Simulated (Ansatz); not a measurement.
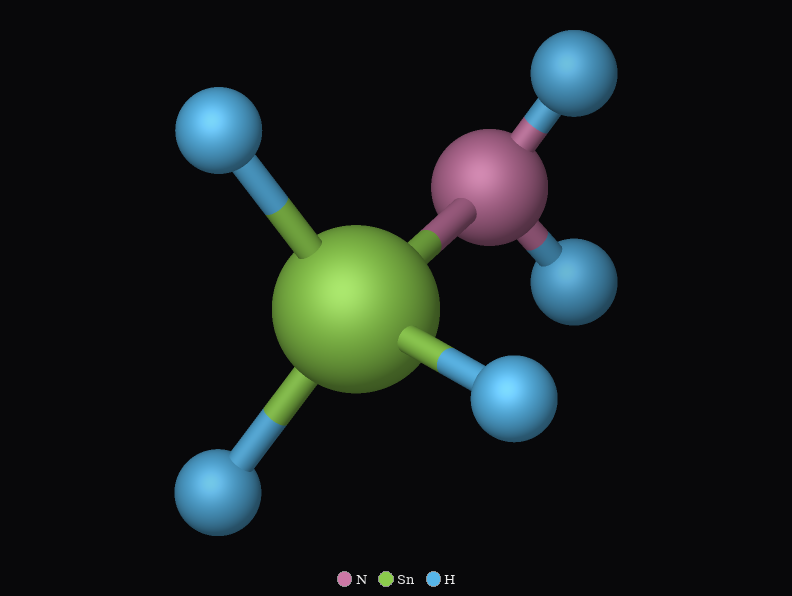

A ball-and-stick model of a molecule. Every bond is drawn as one stick, whatever its order.

The computed structure is the end point of a PBE0-D4/def2-TZVP optimisation.

Question: Count the atoms of each element.

Answer: H₅NSn, 7 atoms: 5 hydrogen, 1 nitrogen and 1 tin.

Question: How many sets of symmetry-equivalent atoms are there?

Answer: 5: 1 N, 1 Sn, 2 H, 2 H, 1 H.

More results for the same structure follow; atom numbers are the same in all pictures, views and colours differ.

Electronic properties

Level of theory: RKS r2SCAN0-D4/def2-TZVPP, core potentials on Sn (Ansatz 0.2.0).

Predict the main results.

- HOMO energy (Kohn–Sham orbital): −7.42 eV
- LUMO energy (Kohn–Sham orbital): 0.11 eV
- HOMO–LUMO gap: 7.53 eV
- dispersion correction: −2.5 kJ/mol

Vibrations

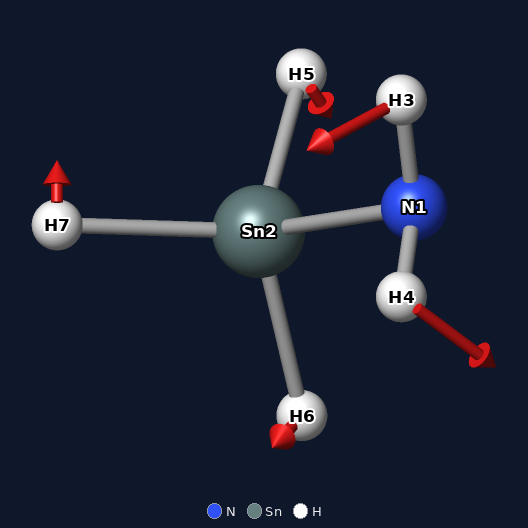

The arrows show one normal mode. Harmonic vibrations computed with RKS PBE0-D4/def2-TZVP, core potentials on Sn (Ansatz 0.2.0) at a stationary point of the same level.

Question: Describe the motion.

Answer: A torsion or out-of-plane motion in which bond lengths and bond angles hardly change.

Question: Estimate its harmonic wavenumber.

Answer: 124 cm⁻¹; it is mode 1 of 15 counted from the lowest.

Thermal motion

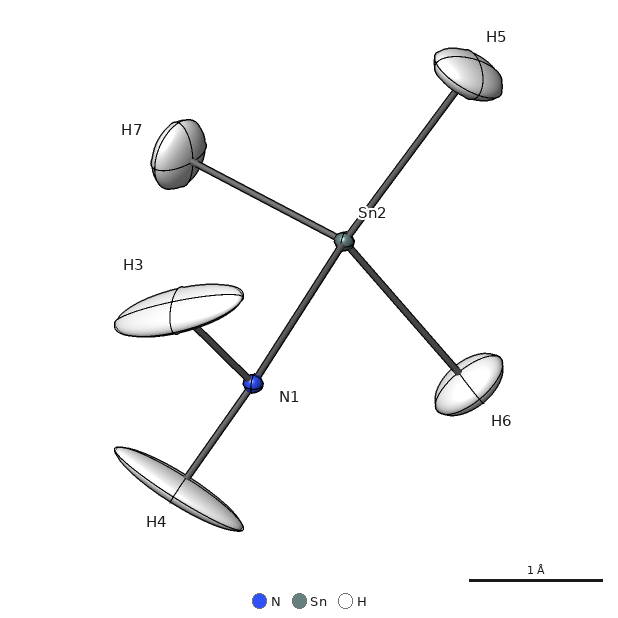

Displacement ellipsoids at the 50 % level, from the internal vibrations of the free molecule (harmonic, no overall translation or rotation; no half-axis is drawn under 0.075 Å). Vibrations computed with RKS PBE0-D4/def2-TZVP, core potentials on Sn (Ansatz 0.2.0). Temperature: 200 K.

Question: Which atom has the largest mean-square displacement?

Answer: H3, H4, with U_eq = 0.0533 Å².

Question: Does H4 move more along its bond or across it?

Answer: Across it: the root-mean-square amplitude is 0.072 Å along the bond and up to 0.368 Å across, since bending and torsion are softer than stretching.

Give the displacement parameters, one line for each set of equivalent atoms.

```csv
atom,U_eq (Å²),rms amplitudes (Å)
N1,0.0010,"0.020, 0.028, 0.043"
Sn2,0.00002,"0.003, 0.003, 0.006"
"H3, H4",0.0532,"0.069, 0.140, 0.368"
"H5, H6",0.0251,"0.092, 0.163, 0.200"
H7,0.0241,"0.093, 0.172, 0.185"
```

Charges

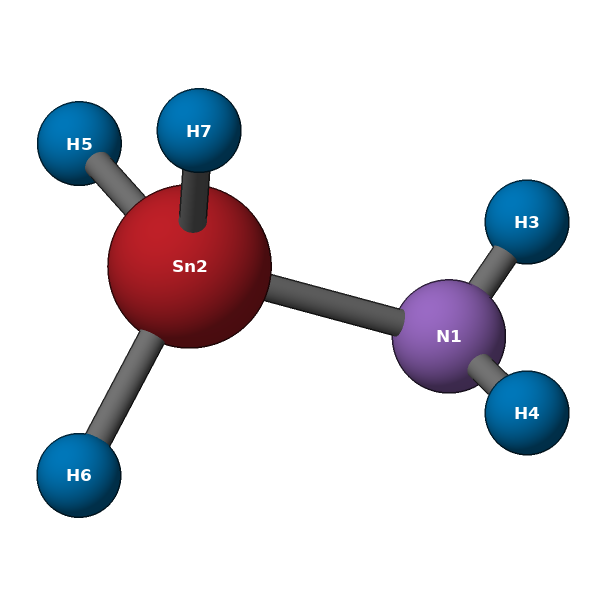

The questions are on Mulliken charges. Properties computed with RKS PBE-D4/def2-TZVPP, core potentials on Sn (Ansatz 0.2.0).

List the Mulliken charges.

```json
{"atom": "N1", "value (e)": "−0.53"}
{"atom": "Sn2", "value (e)": "0.63"}
{"atom": "H3", "value (e)": "0.14"}
{"atom": "H4", "value (e)": "0.14"}
{"atom": "H5", "value (e)": "−0.12"}
{"atom": "H6", "value (e)": "−0.12"}
{"atom": "H7", "value (e)": "−0.14"}
```

Mulliken values depend strongly on the basis set and can even reverse the polarity of a bond.
